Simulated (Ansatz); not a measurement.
```csv
atom,x (Å),y (Å),z (Å)
B,-0.0058,-0.3928,-0.1076
O,-0.7013,-1.0777,0.8268
H,-1.6378,-1.0531,0.6877
H,1.1797,-0.3920,-0.0147
H,-0.5655,0.1376,-1.0175
O,-0.1145,1.6919,1.9067
Al,1.0114,2.8348,2.4690
H,1.8443,2.5372,3.7812
H,1.1505,4.1671,1.6387
H,-0.2592,0.8411,2.2944
```

Level of theory: RHF/6-31G* (Ansatz 0.2.0).

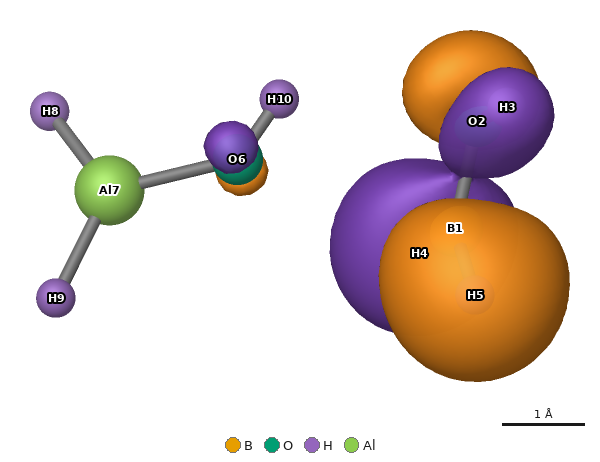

BH$_{3}$O···AlH$_{3}$O. The HOMO−1 at ±0.1 Å⁻³ᐟ² (orange and purple are the two phases), seen across its widest extent.

What is the character of this orbital?

Answer. It lies mainly on B1 (about 35 %), H5 (about 25 %), H4 (about 20 %) and O2 (about 15 %). Its energy is −12.44 eV.
